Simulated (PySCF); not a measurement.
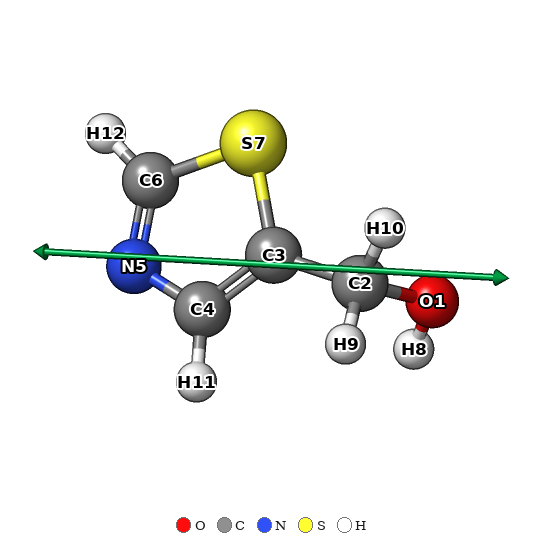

The double arrow shows the direction of the transition dipole to excited singlet state 2 (its length means nothing). The computed structure is the end point of a GFN2-xTB optimisation. No frequency run is at hand to confirm it as a minimum. Method: TDDFT CAM-B3LYP/def2-SVPD, vertical, gas phase, core orbitals frozen in the response (PySCF 2.14.0).

Question. Where does the transition lie, and how strong is it?

Answer. 5.71 eV (217 nm), oscillator strength 0.14, mainly HOMO → LUMO (weight 0.93); transition dipole 2.52 D.
